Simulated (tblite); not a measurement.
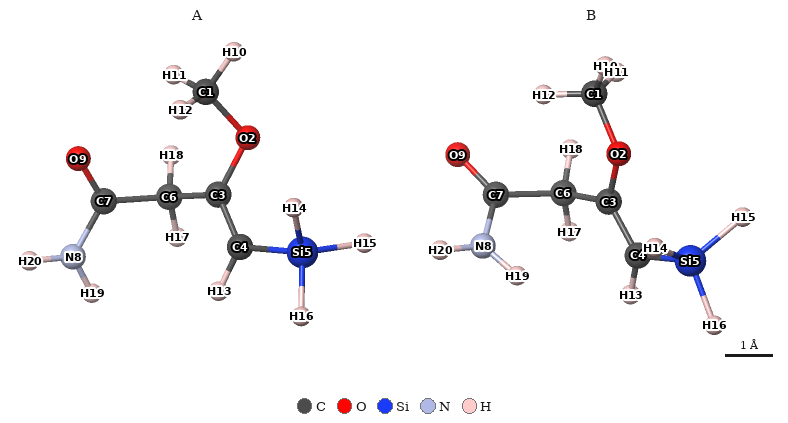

Two geometries of C5H11NO2Si, drawn at one scale. One is the start of a relaxation, the other its converged end. The picture is a ball-and-stick view, seen at a tilt.

All numbers below come from GFN2-xTB geometry optimisation, gas phase (tblite 0.8.0). 

**Which one is relaxed?**

Structure B is the relaxed one. The largest move after the best rigid fit is that of H19, 1.73 Å. By element the largest moves are H 1.73 Å, O 1.07 Å, N 0.89 Å, C 0.40 Å, Si 0.24 Å. Among the contacts that change: C4–Si5 1.819 → 1.873 Å, O2–C3 1.390 → 1.364 Å, C3–C4 1.360 → 1.336 Å, C7–N8 1.371 → 1.349 Å. Bond angles that change, for instance: C1–O2–C3 112.1° → 120.4°, Si5–C4–H13 113.6° → 121.8°, C3–C4–Si5 127.7° → 119.6°. Groups turn about O2–C3 by about 70°, C6–C7 by about 60°, C3–C6 by about 25°. Over 177 geometry steps the energy falls by 34.9 kJ/mol. Cost: 3.2 s on 1 thread of Intel(R) Xeon(R) Processor @ 2.70GHz, on a shared host.
